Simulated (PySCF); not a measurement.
## A study: H$_{2}$S$_{2}$, SMILES `SS`

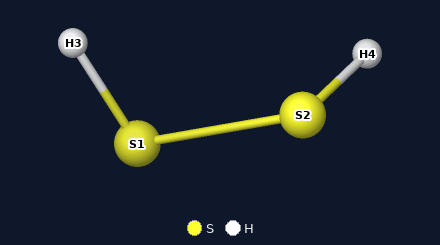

The molecule, with its atoms numbered as below. No frequency check shows the geometry to be a minimum.

Cartesian coordinates (Å):

```
S1       1.0201   -0.0704   -0.0522
S2      -1.0201    0.0704   -0.0522
H3       1.2771    0.8998    0.8356
H4      -1.2771   -0.8998    0.8356
```

Part 1: Bonding charge

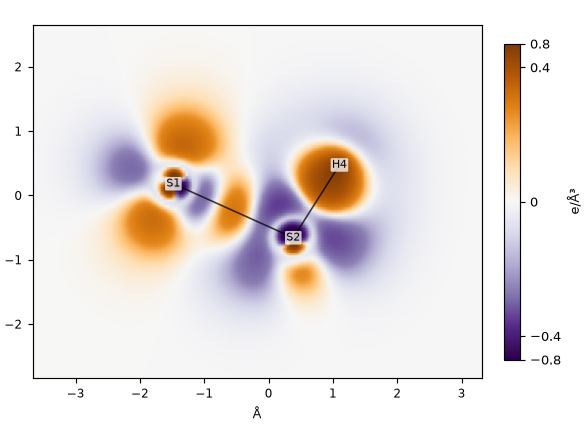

Deformation density (molecule less spherical, spin-averaged free atoms) in the plane of S1, S2 and H4; colour scale in e/Å³, logarithmic beyond ±0.1; orange: gain, purple: loss.

PySCF calculation, PBE0/cc-pVDZ, gas phase; geometry: GFN2-xTB.

> How much density has each bond in this plane gained at its critical point, relative to the free atoms?

S2–H4: +0.24 e/Å³ at the bond critical point (bond length 1.34 Å, Mayer order 1.0). S1–S2: +0.15 e/Å³ at the bond critical point (bond length 2.04 Å, Mayer order 1.1). In all, 1.0 electrons gather in the regions of gain relative to the promolecule.

> Where do the Hirshfeld charges lie?

The highest Hirshfeld charge is on H3 and H4 (+0.05 e), the lowest on S1 and S2 (−0.05 e).

```csv
atom,charge (e)
S1,−0.05
S2,−0.05
H3,+0.05
H4,+0.05
```

Part 2: Local ionisation energy

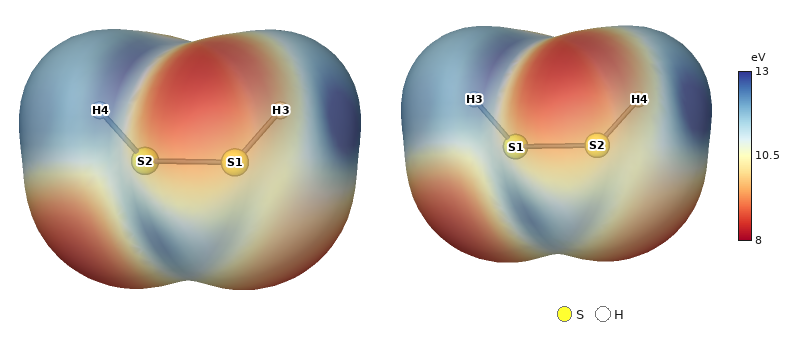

Average local ionisation energy on the surface of electron density 0.001 a.u. (back view left, front view right).

> Where are the most loosely bound electrons on this surface?

The lowest value is 8.3 eV, 2.3 Å from S2, and at like points elsewhere. Further minima include 8.4 eV, 2.3 Å from S1, and at like points elsewhere. For comparison, the highest occupied orbital lies at −7.3 eV.

Part 3: Removing or adding an electron

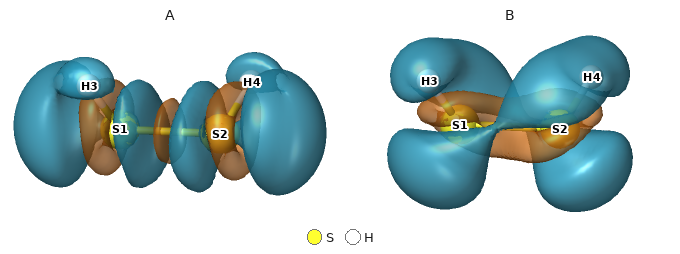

The two Fukui functions at ±0.02 e/Å³ (light blue positive, orange negative).

Method: PBE0/def2-TZVP; geometry: GFN2-xTB; program: PySCF.

> Which panel is f⁻ (electron removed) and which f⁺ (electron added)?

A is f⁺, B is f⁻. f⁻ (Hirshfeld-condensed) is largest on S1 and S2 (0.41 each); the vertical ionisation energy is 9.84 eV. f⁺ (Hirshfeld-condensed) is largest on S1 and S2 (0.41 each); the vertical electron affinity is −1.19 eV (the stability of the anion's solution wasn't checked; negative, but this basis has no diffuse functions, so it doesn't show that the anion is unbound).

> What chemical potential and hardness follow from the two energies?

μ = −(I + A)/2 = −4.32 eV and η = I − A = 11.03 eV.

Part 4: Stretching a bond

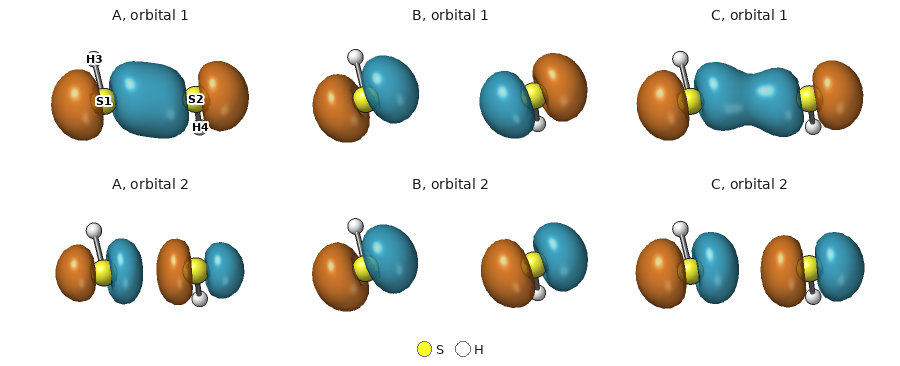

Rigid stretch of the S1–S2 bond. The two CASSCF(2,2) natural orbitals nearest half filling (orbital 1 the more occupied).

Level of theory: 6-311+G** basis (PySCF), at a geometry from GFN2-xTB.

> The columns are at 2.52, 3.26 and 4.62 Å, in some order. Assign them, and give the occupations.

A: 2.52 Å, occupations 1.87 and 0.13. B: 4.62 Å, occupations 1.06 and 0.94. C: 3.26 Å, occupations 1.48 and 0.52.

> Where does the UHF solution part from RHF?

Between 2.31 Å (⟨S²⟩ = 0, the two coincide) and 2.52 Å (⟨S²⟩ = 0.43); at 5.88 Å ⟨S²⟩ is 1.02 and UHF lies 5.1 eV below RHF.

> How much energy does the stretch cost?

By CASSCF, 1.8 eV from the lowest point of the scan (2.10 Å) to 5.88 Å; RHF gives 6.3 eV from its own lowest point. The fragments aren't relaxed and dynamic correlation is missing, so this isn't a bond dissociation energy.

The PySCF runs shown took 2.5 s, 59 s and 2.3 min on 1 thread of Arm Neoverse V2, on a shared host.
